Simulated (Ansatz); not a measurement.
How basis sets differ on CF+ (SMILES [C+]F)

CF+, singlet, SMILES `[C+]F`. Each level relaxes the structure for itself.

Quantity: the equilibrium bond length, in Å. The values are calculated.

```
                          level          kind  program  value (Å)
                      HF/STO-3G  Hartree–Fock   Ansatz      1.208
                       HF/3-21G  Hartree–Fock   Ansatz      1.190
HF/6-31G* (Cartesian functions)  Hartree–Fock   Ansatz      1.144
                     HF/cc-pVTZ  Hartree–Fock   Ansatz      1.132
```

The values span 1.132 to 1.208 Å.

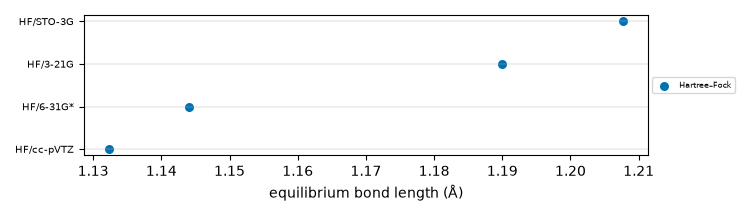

The values of the table, level by level.
